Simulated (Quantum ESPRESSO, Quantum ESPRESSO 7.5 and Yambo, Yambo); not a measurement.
# Quasiparticle gap of CdS (Hawleyite) in Yambo

Aim: the G0W0 gap of CdS (Hawleyite) on PBE, step by step.

Main program and level: Quantum ESPRESSO 7.5 and Yambo 5.3.0; PBE and many-body steps on it, plane waves.

**Experimental background.**

- Gap 2.42 eV: optical gap from inflexion point of photoacoustic spectrum, as-grown film; photoacoustic spectroscopy; film (as-grown chemical bath deposited film, about 0.25 um thick, deposited at 80 C) (“Study of the band--gap shift in CdS films: Influence of thermal annealing in different atmospheres”, 1995, arxiv:cond-mat/9501125).

**1. Starting point**

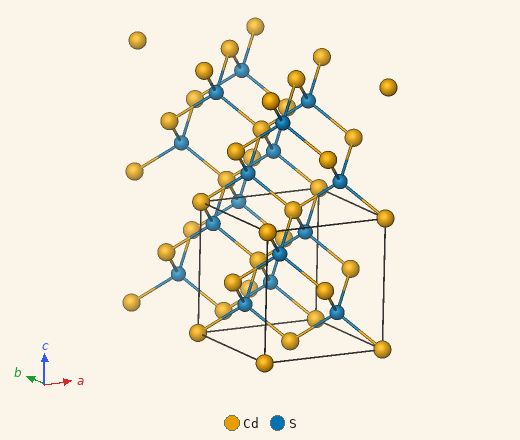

Start, viewed slightly off an axis; cadmium orange, sulfur blue. 1×2×2 cells are drawn. This picture shows the conventional cell, with its axes. Bonds to atoms that aren't drawn are left out. Some periodic images of atoms are drawn too.

The cell and positions come from the Crystallography Open Database and are kept as given unless a step says otherwise.

**2. Ground state**

This step: Quantum ESPRESSO 7.5; DFT, PBE, plane waves, norm-conserving pseudopotentials.

The ground-state density comes first.

File pw.in:

```
&control
  calculation = 'scf'
  prefix = 'x'
  outdir = 'o'
  pseudo_dir = 'pseudo'
/
&system
  ibrav = 0
  nat = 2
  ntyp = 2
  ecutwfc = 94.0
  nbnd = 18
  force_symmorphic = .true.
/
&electrons
  conv_thr = 1e-10
  electron_maxstep = 80
  mixing_beta = 0.5
/
ATOMIC_SPECIES
  Cd 112.41 Cd.upf
  S 32.06 S.upf
CELL_PARAMETERS angstrom
  -0.0000000000 2.9165000000 2.9165000000
  2.9165000000 -0.0000000000 2.9165000000
  2.9165000000 2.9165000000 -0.0000000000
ATOMIC_POSITIONS crystal
  Cd 0.0000000000 0.0000000000 0.0000000000
  S 0.2500000000 0.2500000000 0.2500000000
K_POINTS automatic
  6 6 6 0 0 0
```

Run with:

```console
> OMP_NUM_THREADS=1 mpirun -n 8 pw.x -nk 8 -in pw.in > pw.out
```

Log:

```text
Program PWSCF v.7.5 starts

     This program is part of the open-source Quantum ESPRESSO suite
     for quantum simulation of materials; please cite
         "P. Giannozzi et al., J. Phys.:Condens. Matter 21 395502 (2009);
         "P. Giannozzi et al., J. Phys.:Condens. Matter 29 465901 (2017);
         "P. Giannozzi et al., J. Chem. Phys. 152 154105 (2020);
     in publications or presentations arising from this work. More details at
     Message from routine setup:
     using ibrav=0 with symmetry is DISCOURAGED, use correct ibrav instead

     G-vector sticks info

     bravais-lattice index     =            0
     lattice parameter (alat)  =       7.7943  a.u.
     unit-cell volume          =     334.8209 (a.u.)^3
     number of atoms/cell      =            2
     number of atomic types    =            2
     number of electrons       =        26.00
     number of Kohn-Sham states=           18
     kinetic-energy cutoff     =      94.0000  Ry
     charge density cutoff     =     376.0000  Ry
     scf convergence threshold =      1.0E-10
     mixing beta               =       0.5000
     number of iterations used =            8  plain     mixing
     Exchange-correlation= PBE
                           (   1   4   3   4   0   0   0)

     celldm(1)=   7.794277  celldm(2)=   0.000000  celldm(3)=   0.000000
     celldm(4)=   0.000000  celldm(5)=   0.000000  celldm(6)=   0.000000

     crystal axes: (cart. coord. in units of alat)
               a(1) = (  -0.000000   0.707107   0.707107 )
               a(2) = (   0.707107  -0.000000   0.707107 )
               a(3) = (   0.707107   0.707107  -0.000000 )

     reciprocal axes: (cart. coord. in units 2 pi/alat)
               b(1) = ( -0.707107  0.707107  0.707107 )
               b(2) = (  0.707107 -0.707107  0.707107 )
               b(3) = (  0.707107  0.707107 -0.707107 )
     Pseudo is Norm-conserving + core correction, Zval = 20.0
     Generated using ONCVPSP code by D. R. Hamann
     Using radial grid of 1368 points,  6 beta functions with:
     Pseudo is Norm-conserving + core correction, Zval =  6.0
     Generated using ONCVPSP code by D. R. Hamann
     Using radial grid of 1146 points,  6 beta functions with:
     Cd               20.00   112.41000     Cd( 1.00)
     S                 6.00    32.06000     S ( 1.00)

     24 Sym. Ops. (no inversion) found

   Cartesian axes

     site n.     atom                  positions (alat units)
         1        Cd     tau(   1) = (   0.0000000   0.0000000   0.0000000  )
         2        S      tau(   2) = (   0.3535534   0.3535534   0.3535534  )

     number of k points=    16
                       cart. coord. in units 2pi/alat
        k(    1) = (   0.0000000   0.0000000   0.0000000), wk =   0.0092593
        k(    2) = (   0.1178511   0.1178511  -0.1178511), wk =   0.0740741
        k(    3) = (   0.2357023   0.2357023  -0.2357023), wk =   0.0740741
        k(    4) = (  -0.3535534  -0.3535534   0.3535534), wk =   0.0370370
        k(    5) = (   0.2357023   0.0000000  -0.0000000), wk =   0.0555556
        k(    6) = (   0.3535534   0.1178511  -0.1178511), wk =   0.2222222
        k(    7) = (  -0.2357023  -0.4714045   0.4714045), wk =   0.2222222
        k(    8) = (  -0.1178511  -0.3535534   0.3535534), wk =   0.2222222
        k(    9) = (   0.0000000  -0.2357023   0.2357023), wk =   0.1111111
        k(   10) = (   0.4714045   0.0000000  -0.0000000), wk =   0.0555556
     [... 4 further rows ...]
        k(   15) = (  -0.1178511  -0.3535534   0.5892557), wk =   0.2222222
        k(   16) = (  -0.7071068   0.2357023   0.0000000), wk =   0.1111111

     Dense  grid:    41151 G-vectors     FFT dimensions: (  50,  50,  50)

     Initial potential from superposition of free atoms

     starting charge      25.9997, renormalised to      26.0000
     Starting wfcs are   14 randomized atomic wfcs +    4 random wfcs

     per-process dynamical memory:    32.6 Mb

     Self-consistent Calculation

     iteration #  1     ecut=    94.00 Ry     beta= 0.50

     Threshold (ethr) on eigenvalues was too large:
     Diagonalizing with lowered threshold

     total energy              =    -372.79995584 Ry
     estimated scf accuracy    <       0.12502222 Ry

     iteration #  2     ecut=    94.00 Ry     beta= 0.50

     total energy              =    -372.83204504 Ry
     estimated scf accuracy    <       0.01171960 Ry

     iteration #  3     ecut=    94.00 Ry     beta= 0.50

     total energy              =    -372.83384825 Ry
     estimated scf accuracy    <       0.00115358 Ry

     iteration #  4     ecut=    94.00 Ry     beta= 0.50

     total energy              =    -372.83393487 Ry
     estimated scf accuracy    <       0.00005019 Ry

     iteration #  5     ecut=    94.00 Ry     beta= 0.50

     total energy              =    -372.83394333 Ry
     estimated scf accuracy    <       0.00000198 Ry

     iteration #  6     ecut=    94.00 Ry     beta= 0.50

     total energy              =    -372.83394406 Ry
     estimated scf accuracy    <       0.00000015 Ry

     iteration #  7     ecut=    94.00 Ry     beta= 0.50

     total energy              =    -372.83394410 Ry
     estimated scf accuracy    <       0.00000008 Ry

     iteration #  8     ecut=    94.00 Ry     beta= 0.50

     total energy              =    -372.83394412 Ry
     estimated scf accuracy    <          4.5E-09 Ry

     iteration #  9     ecut=    94.00 Ry     beta= 0.50

     total energy              =    -372.83394412 Ry
     estimated scf accuracy    <          2.8E-09 Ry

     iteration # 10     ecut=    94.00 Ry     beta= 0.50

     End of self-consistent calculation

          k = 0.0000 0.0000 0.0000 (  5065 PWs)   bands (ev):

   -94.3754 -55.4395 -55.4395 -55.4395  -5.3823  -0.7406  -0.7406  -0.7406
    -0.2616  -0.2616   6.9820   6.9820   6.9820   8.1268  13.5132  13.5132
    13.5132  18.3635

          k = 0.1179 0.1179-0.1179 (  5101 PWs)   bands (ev):

   -94.3755 -55.4396 -55.4395 -55.4395  -5.2758  -0.7029  -0.7029  -0.6409
    -0.2624  -0.2624   5.4756   6.7776   6.7776   9.2894  13.1739  13.8285
    13.8285  17.6039

          k = 0.2357 0.2357-0.2357 (  5135 PWs)   bands (ev):

   -94.3755 -55.4400 -55.4396 -55.4396  -5.0615  -0.6415  -0.6415  -0.2701
    -0.2449  -0.2449   3.5827   6.4053   6.4053   9.9595  13.6990  14.0554
    14.0554  17.9978

          k =-0.3536-0.3536 0.3536 (  5168 PWs)   bands (ev):

     [... further k-points ...]

     highest occupied, lowest unoccupied level (ev):     6.9820    8.1268

!    total energy              =    -372.83394412 Ry
     estimated scf accuracy    <          3.6E-11 Ry

     The total energy is the sum of the following terms:
     one-electron contribution =    -249.52345537 Ry
     hartree contribution      =     130.35028490 Ry
     xc contribution           =     -54.84831516 Ry
     ewald contribution        =    -198.81245849 Ry

     convergence has been achieved in  10 iterations

     XML data file, charge density, pseudopotentials, collected wavefunctions

=------------------------------------------------------------------------------=
   JOB DONE.
=------------------------------------------------------------------------------=
```

It took 11 s on 8 MPI ranks of Arm Neoverse V1, shared host; peak memory 0.55 GiB.

Numbers from this step:

```
total energy               : -5072.6642 eV
gap                        : 1.145 eV
k of the valence top       : 0, 0, 0
k of the conduction bottom : 0, 0, 0
least direct gap           : 1.145 eV
```

The gap is direct, at Γ.

**3. Bands along the symmetry lines**

Levels along a band path, at the cheap level, show where the edges lie and whether the meshes to come will hold them.

File pw.in:

```
&control
  calculation = 'bands'
  prefix = 'x'
  outdir = 'o'
  pseudo_dir = 'pseudo'
/
&system
  ibrav = 0
  nat = 2
  ntyp = 2
  ecutwfc = 94.0
  nbnd = 19
  force_symmorphic = .true.
/
&electrons
  conv_thr = 1e-9
  electron_maxstep = 80
  diago_full_acc = .true.
  diago_thr_init = 5e-6
/
ATOMIC_SPECIES
  Cd 112.41 Cd.upf
  S 32.06 S.upf
CELL_PARAMETERS angstrom
  -0.0000000000 2.9165000000 2.9165000000
  2.9165000000 -0.0000000000 2.9165000000
  2.9165000000 2.9165000000 -0.0000000000
ATOMIC_POSITIONS crystal
  Cd 0.0000000000 0.0000000000 0.0000000000
  S 0.2500000000 0.2500000000 0.2500000000
K_POINTS crystal
  50
  0.00000000 0.00000000 0.00000000 1
  -0.06250000 -0.06250000 0.00000000 1
  -0.12500000 -0.12500000 0.00000000 1
  -0.18750000 -0.18750000 0.00000000 1
  -0.25000000 -0.25000000 0.00000000 1
  -0.31250000 -0.31250000 0.00000000 1
  -0.37500000 -0.37500000 0.00000000 1
  -0.43750000 -0.43750000 0.00000000 1
  -0.50000000 -0.50000000 0.00000000 1
  -0.48437500 -0.48437500 0.03125000 1
  -0.46875000 -0.46875000 0.06250000 1
  -0.45312500 -0.45312500 0.09375000 1
  -0.43750000 -0.43750000 0.12500000 1
  -0.42187500 -0.42187500 0.15625000 1
  -0.40625000 -0.40625000 0.18750000 1
  -0.39062500 -0.39062500 0.21875000 1
  -0.37500000 -0.37500000 0.25000000 1
  -0.37500000 0.00000000 0.37500000 1
  -0.32812500 0.00000000 0.32812500 1
  -0.28125000 0.00000000 0.28125000 1
  -0.23437500 0.00000000 0.23437500 1
  -0.18750000 0.00000000 0.18750000 1
  -0.14062500 0.00000000 0.14062500 1
  -0.09375000 0.00000000 0.09375000 1
  -0.04687500 0.00000000 0.04687500 1
  0.00000000 0.00000000 0.00000000 1
  0.00000000 0.00000000 0.06250000 1
  0.00000000 0.00000000 0.12500000 1
  0.00000000 0.00000000 0.18750000 1
  0.00000000 0.00000000 0.25000000 1
  0.00000000 0.00000000 0.31250000 1
  0.00000000 0.00000000 0.37500000 1
  0.00000000 0.00000000 0.43750000 1
  0.00000000 0.00000000 0.50000000 1
  -0.06250000 -0.03125000 0.46875000 1
  -0.12500000 -0.06250000 0.43750000 1
  -0.18750000 -0.09375000 0.40625000 1
  -0.25000000 -0.12500000 0.37500000 1
  -0.31250000 -0.15625000 0.34375000 1
  -0.37500000 -0.18750000 0.31250000 1
  -0.43750000 -0.21875000 0.28125000 1
  -0.50000000 -0.25000000 0.25000000 1
  -0.50000000 -0.28125000 0.21875000 1
  -0.50000000 -0.31250000 0.18750000 1
  -0.50000000 -0.34375000 0.15625000 1
  -0.50000000 -0.37500000 0.12500000 1
  -0.50000000 -0.40625000 0.09375000 1
  -0.50000000 -0.43750000 0.06250000 1
  -0.50000000 -0.46875000 0.03125000 1
  -0.50000000 -0.50000000 0.00000000 1
```

Log:

```text
[banner, memory and clock lines left out]
Program PWSCF v.7.5 starts

     Atomic positions and unit cell read from directory:
     o/x.save/

     Message from routine setup:
     using ibrav=0 with symmetry is DISCOURAGED, use correct ibrav instead

     G-vector sticks info

     bravais-lattice index     =            0
     lattice parameter (alat)  =       7.7943  a.u.
     unit-cell volume          =     334.8209 (a.u.)^3
     number of atoms/cell      =            2
     number of atomic types    =            2
     number of electrons       =        26.00
     number of Kohn-Sham states=           19
     kinetic-energy cutoff     =      94.0000  Ry
     charge density cutoff     =     376.0000  Ry
     Exchange-correlation= PBE
                           (   1   4   3   4   0   0   0)

     celldm(1)=   7.794277  celldm(2)=   0.000000  celldm(3)=   0.000000
     celldm(4)=   0.000000  celldm(5)=   0.000000  celldm(6)=   0.000000

     crystal axes: (cart. coord. in units of alat)
               a(1) = (  -0.000000   0.707107   0.707107 )
               a(2) = (   0.707107  -0.000000   0.707107 )
               a(3) = (   0.707107   0.707107  -0.000000 )

     reciprocal axes: (cart. coord. in units 2 pi/alat)
               b(1) = ( -0.707107  0.707107  0.707107 )
               b(2) = (  0.707107 -0.707107  0.707107 )
               b(3) = (  0.707107  0.707107 -0.707107 )
     Pseudo is Norm-conserving + core correction, Zval = 20.0
     Generated using ONCVPSP code by D. R. Hamann
     Using radial grid of 1368 points,  6 beta functions with:
     Pseudo is Norm-conserving + core correction, Zval =  6.0
     Generated using ONCVPSP code by D. R. Hamann
     Using radial grid of 1146 points,  6 beta functions with:
     Cd               20.00   112.41000     Cd( 1.00)
     S                 6.00    32.06000     S ( 1.00)

     24 Sym. Ops. (no inversion) found

   Cartesian axes

     site n.     atom                  positions (alat units)
         1        Cd     tau(   1) = (   0.0000000   0.0000000   0.0000000  )
         2        S      tau(   2) = (   0.3535534   0.3535534   0.3535534  )

     number of k points=    50
                       cart. coord. in units 2pi/alat
        k(    1) = (   0.0000000   0.0000000   0.0000000), wk =   0.0400000
        k(    2) = (   0.0000000   0.0000000  -0.0883883), wk =   0.0400000
        k(    3) = (   0.0000000   0.0000000  -0.1767767), wk =   0.0400000
[...]
[... 38 further rows ...]
        k(   49) = (   0.0441942  -0.0000000  -0.7071068), wk =   0.0400000
        k(   50) = (   0.0000000   0.0000000  -0.7071068), wk =   0.0400000

     Dense  grid:    41151 G-vectors     FFT dimensions: (  50,  50,  50)

     The potential is recalculated from file :
     o/x.save/charge-density

     Starting wfcs are   14 randomized atomic wfcs +    5 random wfcs

     Band Structure Calculation

     End of band structure calculation

          k = 0.0000 0.0000 0.0000 (  5065 PWs)   bands (ev):

   -94.3755 -55.4396 -55.4396 -55.4396  -5.3823  -0.7406  -0.7406  -0.7406
    -0.2617  -0.2617   6.9821   6.9821   6.9821   8.1268  13.5133  13.5133
    13.5133  18.3635  18.3637

          k = 0.0000 0.0000-0.0884 (  5101 PWs)   bands (ev):

   -94.3756 -55.4396 -55.4396 -55.4396  -5.3608  -0.7302  -0.7294  -0.7294
[...]
13.6301  17.7952  18.3848

          k = 0.0000 0.0000-0.1768 (  5109 PWs)   bands (ev):

[...]
13.9615  16.8013  18.4471

          k =-0.0000 0.0000-0.2652 (  5117 PWs)   bands (ev):

[...]
k = 0.0000 0.0000-0.3536 (  5105 PWs)   bands (ev):

[...]
k = 0.0000-0.0000-0.4419 (  5149 PWs)   bands (ev):

[...]
k =-0.0000 0.0000-0.5303 (  5157 PWs)   bands (ev):

[...]
k = 0.0000-0.0000-0.6187 (  5161 PWs)   bands (ev):

[...]
k = 0.5303-0.0000-0.5303 (  5174 PWs)   bands (ev):

[...]
k = 0.0000 0.0000 0.0000 (  5065 PWs)   bands (ev):

[...]
k = 0.1326 0.0000-0.7071 (  5162 PWs)   bands (ev):

[...]
k = 0.0884-0.0000-0.7071 (  5158 PWs)   bands (ev):

[...]
k = 0.0442-0.0000-0.7071 (  5146 PWs)   bands (ev):

[...]
17.5480  17.7680  19.1993

          k = 0.0000 0.0000-0.7071 (  5138 PWs)   bands (ev):

   -94.3756 -55.4402 -55.4399 -55.4399  -4.8230  -0.5275  -0.3917  -0.3917
    -0.1747   0.1830   3.0356   5.1070   5.1070  10.5405  11.3369  16.1804
    17.7552  17.7552  19.0782

     XML data file, pseudopotentials, collected wavefunctions
```

Run time: 6 s. Hardware: 8 MPI ranks; peak memory 0.5 GiB; 44 s of CPU time.

This step gave:

```yaml
gap: 1.145 eV
k_of_the_valence_top: 0, 0, 0
k_of_the_conduction_bottom: 0, 0, 0
least_direct_gap: 1.145 eV
```

The gap is 1.145 eV, as in the run before at this level.

Electronic bands along the path, in eV, zero at the top of the highest filled band:

```
    point  band 10  band 11  band 12  band 13  band 14  band 15  band 16  band 17
        Γ    -7.24     0.00     0.00     0.00     1.14     6.53     6.53     6.53
        X    -6.80    -3.95    -1.88    -1.88     3.56     4.35     9.20    10.77
        U    -6.67    -3.93    -2.53    -1.52     4.24     5.45     8.48     9.01
jump to K    -6.67    -3.93    -2.53    -1.52     4.24     5.45     8.48     9.01
        Γ    -7.24     0.00     0.00     0.00     1.14     6.53     6.53     6.53
        L    -6.86    -4.39    -0.75    -0.75     3.01     7.00     7.00     7.46
        W    -6.61    -3.89    -2.26    -2.18     5.42     5.43     7.23     8.04
        X    -6.80    -3.95    -1.88    -1.88     3.56     4.35     9.20    10.77
```

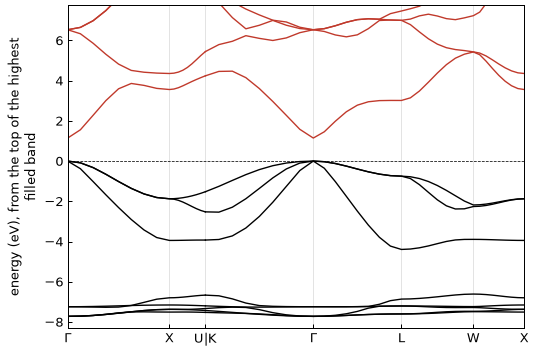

Electronic bands along the path; lines of filled and empty bands in two colours.

[end of part 1 of 3]

[Paths, hosts, dates, memory and timing lines, banners, echoed tables and standing remarks are left out of the program output.]

[Logs are printed without paths, hosts, clocks, repeated set-up lines and the standing remarks that a program may print on its own settings, such as how far it seeks lower states.]

[Runs of the session that timed out or met a known fault of the program may be left out.]

[Hosts, paths, dates, database ids (printed as entryN), source tags and the programs' standing remarks are cut or masked in the printed files.]
